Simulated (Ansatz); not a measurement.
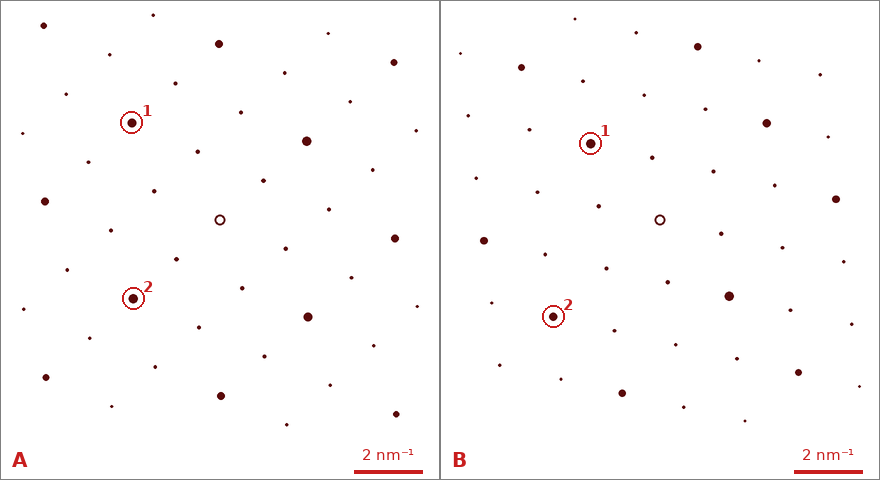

Kinematic electron diffraction patterns (120 kV, B = 0.5 Å², same scale) along [011] of the run's own cell, for the start and the end of one relaxation of Cs3Ge with DFT PBE, scalar-relativistic, plane waves, PAW in Ansatz 0.2.0. k mesh 12×12×12. The start is a generated model structure, and the relaxation ends in the nearest stationary point of its symmetry, not necessarily the ground state. Spot 1 is -1 1 -1 and spot 2 is -2 -2 2 in both.

Start structure:

```yaml
crystal:
  lattice:
    - [-2.58739, 2.58739, 5.77961]
    - [2.58739, -2.58739, 5.77961]
    - [2.58739, 2.58739, -5.77961]
  atoms:
    - { symbol: Cs, position: [0.50000, 0.50000, 0.00000] }
    - { symbol: Cs, position: [0.25000, 0.75000, 0.50000] }
    - { symbol: Cs, position: [0.75000, 0.25000, 0.50000] }
    - { symbol: Ge, position: [0.00000, 0.00000, 0.00000] }
```

Question: Which pattern belongs to the start structure, and which to the relaxed one?

Answer: A is the start: its cell gives d(1) = 2.587 Å, d(2) = 2.890 Å and an angle of 90.0°. B is the relaxed structure, with d(1) = 3.293 Å (+27.3 %), d(2) = 2.351 Å (-18.6 %) and 90.0°.

Question: Name reflections whose intensity changes strongly on relaxation.

Answer: 2 2 -2 goes from 100 to 59 % of the strongest spot.

Question: What did the relaxation do to the structure and the energy?

Answer: The volume changed by +31.8 % to 50.99 Å³ an atom; the fractional coordinates hardly changed; the space group stayed I4/mmm (No. 139); the free energy fell by 180 meV an atom. Relaxed cell: a = 6.618 Å, b = 6.618 Å, c = 6.618 Å, α = 120.32°, β = 120.32°, γ = 89.45°.
